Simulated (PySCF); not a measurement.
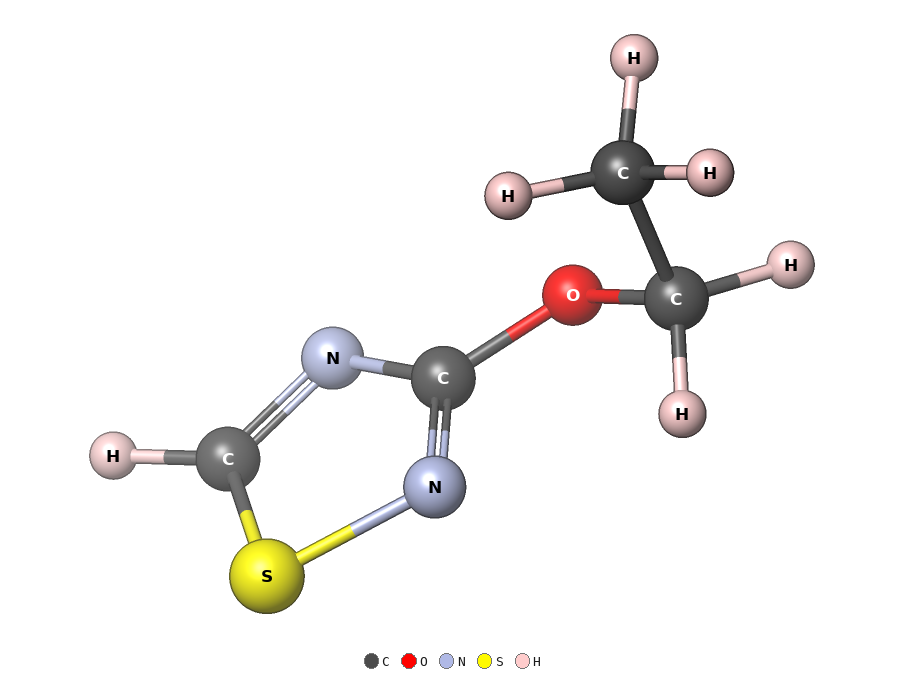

Orthographic view. Distant atoms are faded towards the background colour. Geometry: a frame of a GFN2-xTB molecular-dynamics simulation, not a minimum.

### Give the standard InChI.

InChI=1S/C4H6N2OS/c1-2-7-4-5-3-8-6-4/h3H,2H2,1H3
